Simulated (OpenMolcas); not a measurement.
# Ni²⁺ among point charges: CASSCF and CASPT2 levels and susceptibility

Aim: the splitting of the states of Ni²⁺ in the field of 5 point charges, its lowest levels with spin-orbit coupling and its magnetic susceptibility.

The numbers are computed with OpenMolcas 26.06 (state-averaged CASSCF and CASPT2, spin-orbit coupling by RASSI with atomic mean-field integrals), except any that are marked as measured or tabulated.

**1. Starting point**

- Species: Ni²⁺ (nickel, Z = 28, 26 electrons)
- Basis: ANO-RCC-VTZP [6s5p3d2f1g], 59 functions
- Scalar Hamiltonian: DKH2, point nucleus
- Inactive shells: 1s 2s 2p 3s 3p
- Active space: 8 electrons in 5 orbitals (3d)
- Some configurations of this space: 3d8
- Orbitals: optimised for each spin and parity, averaged over all roots

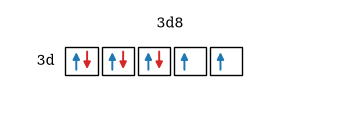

Occupation of the outer shells (arrows by Hund's rule).

The ion sits among 5 point charges of -1.5 e arranged as a square pyramid (C4v), 1.88 Å from the ion, with the axial distance 2.181 Å.

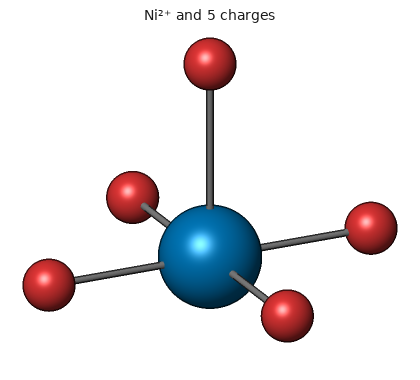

The ion and the point charges (red).

The work runs as a chain of OpenMolcas steps in one folder; each step below is one input file. Labels, J, g values, rates, χT and fits are worked out afterwards by a script from the matrices that RASSI stores.

**2. GATEWAY and SEWARD: basis and integrals**

File a.inp:

```
&GATEWAY
Coord
1

Ni 0.0 0.0 0.0
Basis=ANO-RCC-VTZP
Group=NoSym
NoMove
AngMom=0.0 0.0 0.0
AMFI
XField
5 Angstrom 0
1.880000 0.000000 0.000000 -1.500000
0.000000 1.880000 0.000000 -1.500000
-1.880000 0.000000 0.000000 -1.500000
0.000000 -1.880000 0.000000 -1.500000
0.000000 0.000000 2.180800 -1.500000
&SEWARD
```

On the command line:

```
$ OMP_NUM_THREADS=1 MOLCAS_MEM=1689 MOLCAS_PROJECT=a pymolcas a.inp > a.log
```

**3. Reference wave functions, triplets, 10 roots**

File a.inp:

```
&RASSCF
FileOrb=start.orb
Symmetry=1
Spin=3
nActEl=8 0 0
Inactive=9
Ras2=5
CIRoot=10 10 1
SDav=10
CIMx=300
Iter=120 100
PrWF=0.3
OrbListing=Nothing
MaxOrb=0
>>> COPY $Project.JobIph JOB001
```

start.orb holds the contracted functions of the basis, ordered by shell, or the orbitals of the step before.

**4. CASSCF: singlets, 15 roots**

File a.inp:

```
&RASSCF
FileOrb=start.orb
Symmetry=1
Spin=1
nActEl=8 0 0
Inactive=9
Ras2=5
CIRoot=15 15 1
SDav=15
CIMx=300
Iter=120 100
PrWF=0.3
OrbListing=Nothing
MaxOrb=0
>>> COPY $Project.JobIph JOB002
```

**5. RASSI: spin-orbit coupling between the states**

File a.inp:

```
&RASSI
NrOfJobIphs=2 10 15
1 2 3 4 5 6 7 8 9 10
1 2 3 4 5 6 7 8 9 10 11 12 13 14 15
IphNames
JOB001
JOB002
EJob
SpinOrbit
DIPRint=1.0
SOCoupling=1000.0
Subsets=2
Property=9
'ANGMOM' 1 'ANGMOM' 2 'ANGMOM' 3 'MLTPL  1' 1 'MLTPL  1' 2 'MLTPL  1' 3
'AMFI' 1 'AMFI' 2 'AMFI' 3
SOProperty=3
'ANGMOM' 1 'ANGMOM' 2 'ANGMOM' 3
```

**6. CASPT2: IPEA 0.25, imaginary shift 0.1 (closed shells correlated: 3s 3p)**

File a.inp:

```
>>> COPY JOB001 $Project.JobIph
&CASPT2
Multistate=10 1 2 3 4 5 6 7 8 9 10
NoMult
Frozen=5
IPEA=0.25
Imaginary=0.1
MaxIter=60
WThr=0.0 0.3 0.05
PrWF=0.5
NoMix
>>> COPY JOB002 $Project.JobIph
&CASPT2
Multistate=15 1 2 3 4 5 6 7 8 9 10 11 12 13 14 15
NoMult
Frozen=5
IPEA=0.25
Imaginary=0.1
MaxIter=60
WThr=0.0 0.3 0.05
PrWF=0.5
NoMix
```

(Steps that only read results are left out.)

**Question.** What will these runs give? Wanted: spin-free ground state; first state of the same spin within the active space; lowest level; next level.

As calculated:

| quantity | value |
| --- | --- |
| method | SS-CASPT2, IPEA 0.25, imaginary shift 0.1 (closed shells correlated: 3s 3p) |
| spin-free ground state | triplet, 2-fold in its orbital part |
| first state of the same spin within the active space | triplet at 1890 cm⁻¹ |
| lowest level | 1-fold |
| next level | 41.5 cm⁻¹ |
| χT at 300 K | 3.02 cm³ K/mol |
| effective moment at 300 K | 4.91 μB |

Cost by method:

```tsv
method	time of its own steps	time with the reference
A. CASSCF	7.1 s	7.1 s
B. SS-CASPT2, IPEA 0.25, imaginary shift 0.1, +3s 3p	6.9 s	14 s
```

Times are of one thread on a shared host.

What this shows: The spin-free ground state (triplet) comes to 99 % from free-ion F terms and keeps the highest spin of the shell. χT at 300 K is 3.02, against 1.00 cm³ K/mol for the spin alone, so orbital moment adds to it. The field of point charges can differ much from that of real complexes. This is an electrostatic model: the charges have no orbitals.
